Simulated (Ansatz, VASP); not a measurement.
## Ag (Silver) in two plane-wave programs

One calculation is typed for both programs; each brings its own data sets and cutoff. How far apart do they land?

Method: plane waves, with VASP 6.6.1 beside it; relaxation of cell and atoms at r2SCAN with rVV10, in Ansatz 0.2.0.

### Step 1. Set-up

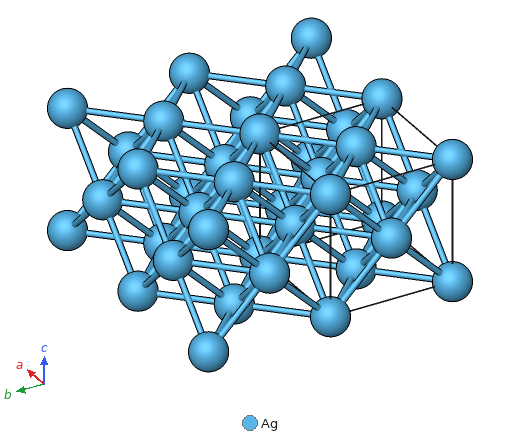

The cell as given, from a free direction (silver blue). 2×2×1 cells are drawn. This picture shows the conventional cell, with its axes. Some periodic images of atoms are drawn too.

Structure file:

```cif
data_structure
_symmetry_space_group_name_H-M 'P 1'
_symmetry_Int_Tables_number 1
_cell_length_a 2.8889
_cell_length_b 2.8889
_cell_length_c 2.8889
_cell_angle_alpha 60.000
_cell_angle_beta 60.000
_cell_angle_gamma 60.000
_cell_volume 17.05
loop_
_atom_site_label
_atom_site_type_symbol
_atom_site_fract_x
_atom_site_fract_y
_atom_site_fract_z
_atom_site_occupancy
Ag1 Ag 0.00000 0.00000 0.00000 1
```

### Step 2. Ansatz: relaxation of cell and atoms, r2SCAN with rVV10

Ansatz runs on its default PAW (the set named soft_2) files.

The relaxed volume is the usual yardstick between codes: its relative difference is about their pressure difference at one cell divided by the bulk modulus.

input.yaml reads:

```yaml
crystal:
  lattice:
    - [0.0, 2.04275, 2.04275]
    - [2.04275, 0.0, 2.04275]
    - [2.04275, 2.04275, 0.0]
  atoms:
    - { symbol: Ag, position: [0.0, 0.0, 0.0] }
hamiltonian:
  xc: r2scan
  pseudopotentials: { kind: paw }
  dispersion: rvv10
kpoints:
  mp_grid: { grid: [8, 8, 8] }
scf:
  occupations: { method: fermi_dirac, width: 0.05 }
relax:
  f_tol: 0.01
  max_steps: 60
  cell: { stress_tol: 0.05 }
output:
  forces: true
  stress: true
```

The run is started by

```bash
> ansatz run input.yaml --threads 4 --pin off --max-ram 9216MiB --backend cpu --events-out ev --progress --plain --runs-dir out
```

Numbers of over 12 decimals in the logs are rounded to 6 here.

Output:

```text
Engine: ansatz 0.2.0, x86_64-unknown-linux-gnu
Pseudopotentials: kind: paw
Pseudopotential: Ag, paw, valence charge 19, recommended cutoff 500 eV (meta_gga), Ag.paw.azcp
Functional definition: r2SCAN+rVV10
  parameter k0 = 0.174
  parameter k1 = 0.065
  parameter a1 = 4.9479
  exchange = r2scan_x(k0 = k0, k1 = k1, a1 = a1)
  correlation = r2scan_c + rvv10(11.95, 0.0093)
Crystal: 1 atoms, lattice volume = 17.048 Å³
Basis set: ecut = 500 eV, 411 PW (Γ), exchange–correlation on 96×96×96 points (64 copies of the dense FFT grid, shifted against one another)
Bands: 14, of which v1, the nominal top of the filled ones, is band 10 counted from 1 (9 counted from 0)
Symmetry: 48 space group operations
Space group: Fm-3m (ITA 225), of the structure as read, at distance tolerance 2.6e-5 Å
k-points: 29 of 512
Non-local potential: Ag, projectors of the file, l = 0: 3, l = 1: 2, l = 2: 2, l = 3: 1
PAW form: soft (Blöchl's): semilocal exchange-correlation on the pseudo side does not see the compensation charge
rVV10 density: all electrons in the spheres
PAW frozen core: Ag, regenerated for the run's functional (the file was generated under x = pbe(κ = 0.804, μ = 0.219515), c = pbe(β = 0.066725))
PAW one-centre angular grid: Ag, 590 points (default); XC on 160 Gauss nodes
Initial density: superposition of atomic densities (neutral atoms: chi_scale 0, normalization atom), corrected by the library's trained network
Initial wavefunctions: pseudopotential atomic-orbital guess
Functional: x = r2scan, c = r2scan + rvv10(b = 11.95, C = 0.0093); τ floored in thin density (d = 2e-4 eV/Å³)
SCF iter   1: F=—  HF=-7602.176650 eV  |F-HF|=—  |Δ(HF+E_count)|=         —  Δρ=9.58e-3  dr2=1.31e-2  dr2_τ=5.92e-4  ethr=1.77e-3  ⟨swp⟩=4.7  Hψ=2094  notcnv=0
preconditioner: auto → none  [insulator: Δε(μ)=0.543 eV  Ē_g=17.094 eV  σ=0.050 eV  W_gap=0.86  n_scr=8 (ndim 8)  ℏωp=29.8 eV  f_vac=0.000  D(μ)=0.47/eV (n_scr^D=0)  ε∞_Penn≈4.0]
SCF iter   2: F=—  HF=-7602.175575 eV  |F-HF|=—  |Δ(HF+E_count)|=   1.08e-3  Δρ=5.45e-3  dr2=1.74e-3  dr2_τ=4.75e-4  ethr=6.91e-5  ⟨swp⟩=2.3  Hψ=853  notcnv=0  defer=9
SCF iter   3: F=—  HF=-7602.175353 eV  |F-HF|=—  |Δ(HF+E_count)|=   2.22e-4  Δρ=2.13e-3  dr2=3.82e-4  dr2_τ=2.07e-5  ethr=9.16e-6  ⟨swp⟩=2.4  Hψ=617  notcnv=0  defer=9
SCF iter   4: F=—  HF=-7602.175316 eV  |F-HF|=—  |Δ(HF+E_count)|=   3.75e-5  Δρ=7.79e-4  dr2=4.80e-5  dr2_τ=5.22e-6  ethr=2.01e-6  ⟨swp⟩=1.0  Hψ=397  notcnv=0  defer=9
SCF iter   5: F=—  HF=-7602.175303 eV  |F-HF|=—  |Δ(HF+E_count)|=   1.24e-5  Δρ=1.52e-4  dr2=1.88e-6  dr2_τ=2.06e-7  ethr=2.53e-7  ⟨swp⟩=1.1  Hψ=413  notcnv=0  defer=9
SCF iter   6: F=-7602.175304 eV  HF=-7602.175304 eV  |F-HF|=8.92e-8  |Δ(HF+E_count)|=   4.32e-7  Δρ=1.90e-5  dr2=3.30e-8  dr2_τ=3.39e-9  ethr=5.26e-10  ⟨swp⟩=2.7  Hψ=1393  notcnv=0
SCF 1 converged in 6 iterations: F = -7602.175304 eV  dr2 = 3.30e-8
  greatest PAW one-centre occupation: 1.000 electrons in one spin orbital (limit 2), on the Ag atom at site 0 (counted from 0), in its partial waves of l = 1
relax step   1: F+E_penalty+E_count = -7602.17530372 eV  Δ(F+E_penalty+E_count) = +0.000e0 eV  max|allowed force component| = 0.000e0 eV/Å  Δτ_max = 0.0000 Å  P = -0.180 GPa  Ω = 17.048 Å³  (6 SCF iters, dr2 threshold 1.00e-7 eV, accepted)
[...]
relax step   2: F+E_penalty+E_count = -7602.17534046 eV  Δ(F+E_penalty+E_count) = -3.674e-5 eV  max|allowed force component| = 0.000e0 eV/Å  Δτ_max = 0.0000 Å  P = +0.149 GPa  Ω = 16.997 Å³  energy of the carried Pulay correction = +3.162e-5 eV  (6 SCF iters, dr2 threshold 8.13e-8 eV, accepted)
[...]
relax step   3: F+E_penalty+E_count = -7602.17533683 eV  Δ(F+E_penalty+E_count) = +3.626e-6 eV  max|allowed force component| = 0.000e0 eV/Å  Δτ_max = 0.0000 Å  P = +0.000 GPa  Ω = 17.020 Å³  energy of the carried Pulay correction = +1.732e-5 eV  (5 SCF iters, dr2 threshold 5.55e-8 eV, accepted)
[...]
relax step   4: F+E_penalty+E_count = -7602.17533677 eV  Δ(F+E_penalty+E_count) = +6.009e-8 eV  max|allowed force component| = 0.000e0 eV/Å  Δτ_max = 0.0000 Å  P = -0.001 GPa  Ω = 17.020 Å³  stress off target by 1.08e-3 GPa  SCF on the basis re-selected at this cell (its energy is not comparable with the rows above)  (4 SCF iters)
basis re-selected at this cell: Δ(F+E_penalty+E_count) = +6.009e-8 eV, ΔP = -0.001 GPa vs the last step (what re-selecting the basis moved, of the pressure what is left beyond the Pulay correction that the steps carried, after the strain that the cell walked since its last selection, with what the two solves' SCF thresholds leave and, on support functions, any second-order correction that the steps lacked; it is no measure of the basis error at this ecutwfc). This SCF's stress stands 1.08e-3 GPa from its target on what of the cell is left free (relax.cell.stress_tol is 5.00e-2 GPa) and its largest allowed force component is 0.00e0 eV/Å (relax.f_tol is 1.00e-2 eV/Å): [rest of the remark cut]
SCF converged after 4 iterations
Free energy (F): -7602.175337 eV
Harris-Foulkes:  -7602.175337 eV  (|F-HF|=5.46e-12)
Internal energy: -7602.171270 eV  (E = F + TS)
E sigma→0 (E₀):  -7602.173304 eV
Entropy (-TS):   -0.004066 eV (-4.066 meV/atom)
Fermi energy:    17.156356 eV
--- Per-component energies (eV) ---
  E_band       = -253.817590
  E_kinetic    = 528.199586
  E_local      = -2194.647116  (includes V_loc(G=0)·N_el)
  E_nonlocal   = 81.054286
  E_hartree    = 1001.200675
  E_xc         = -176.856136
  E_vxc        = -262.723439  (∫ρ·V_xc dr)
  E_paw        = -3922.200596  (= ΣΔE_a)
  E_vpaw       = -427.036811  (= ΣTr[D̂ρ^β])
  E_aug_tail   = 0.000061  (compensation charges beyond the density's cutoff)
  E_vtau       = 18.934296  (kinetic-family band-sum trace: ∫τ·v_τ [+ j·A + Jᵃ·Aᵃ] dr)
  E_ewald      = -2918.412719
  E_core_change = -0.509311  (= ΣΔE_core)
  E_smearing   = -0.004066  (= −TS)
  E_closure    = 0.000000  (closes the sum)
  Σ components = -7602.175337   (vs F -7602.175337, Δ=0.00e0)
--- Forces (eV/Å), atoms counted from 1 ---
  atom   1  Ag    -0.00000000    -0.00000000     0.00000000
  max |Σ_I F_I| component: 5.96e-32 eV/Å
--- Stress (GPa, compression-positive) ---
       -0.001078      -0.000000      -0.000000
       -0.000000      -0.001078      -0.000000
       -0.000000      -0.000000      -0.001078
  P = ⅓ Tr σ = -0.0011 GPa (-0.011 kbar)
--- Relaxed structure (3 steps of the walk, 3 accepted, 1 SCFs on fresh bases) ---
  F+E_penalty+E_count = -7602.17533677 eV   max|allowed force component| = 0.000e0 eV/Å   (the final SCF, on the basis selected at the relaxed cell)
  cell:  # Å, volume = 17.0202 Å³
    - [0, 2.041637, 2.041637]
    - [2.041637, 0, 2.041637]
    - [2.041637, 2.041637, 0]
  atoms:
    - { symbol: Ag, position: [0.0, 0.0, 0.0] }
```

Elapsed: 1.4 s, on 4 threads of Intel Xeon 6975P-C (Granite Rapids), shared host; peak memory 0.42 GiB; 4.3 s of CPU time.

(Continued in part 2 of 2.)

[Lines on the potential files, build, host, timing and source positions are cut from VASP's logs without a mark.]

[Logs are printed without paths, hosts, clocks, repeated set-up lines and the standing remarks that a program may print on its own settings, such as how far it seeks lower states.]

[Hosts, paths, dates, database ids (printed as entryN), source tags and the programs' standing remarks are cut or masked in the printed files.]
